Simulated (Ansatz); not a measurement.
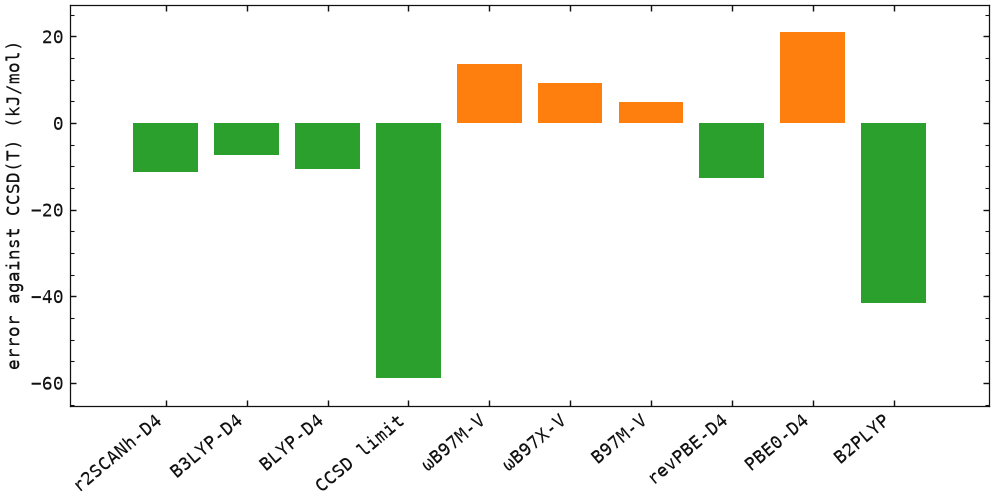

Error in the electronic atomisation energy (method less reference, so positive means overbinding) of C₃H₆F₂, SMILES CC(C)(F)F: functionals in def2-TZVPP against frozen-core CCSD(T) at the limit (MP2 extrapolated from triple and quadruple zeta, plus CCSD(T) less MP2 in a smaller set), which gives 4349.0 kJ/mol, at a PBE0-D4/def2-TZVP geometry (a minimum by its frequencies), no zero-point or spin-orbit term, the Ansatz code. The reference leaves out core correlation, a term that grows with the number of heavy atoms. B2PLYP holds a correlation term that converges slowly with the basis, so part of the distance to the limit is basis error. No dispersion term is added to B2PLYP. Limit means the basis limit.

> Which of these levels overbind, and which underbind?

Overbind: none clearly. Underbind: CCSD limit and B2PLYP. Within 25 kJ/mol of zero, too close to call in view of what the reference leaves out: r2SCANh-D4, B3LYP-D4, BLYP-D4, ωB97M-V, ωB97X-V, B97M-V, revPBE-D4 and PBE0-D4.

> Give the values.

| level | kJ/mol |
| --- | --- |
| r2SCANh-D4 | −11.2 |
| B3LYP-D4 | −7.3 |
| BLYP-D4 | −10.5 |
| CCSD limit | −58.9 |
| ωB97M-V | 13.7 |
| ωB97X-V | 9.2 |
| B97M-V | 4.8 |
| revPBE-D4 | −12.7 |
| PBE0-D4 | 21.0 |
| B2PLYP | −41.5 |
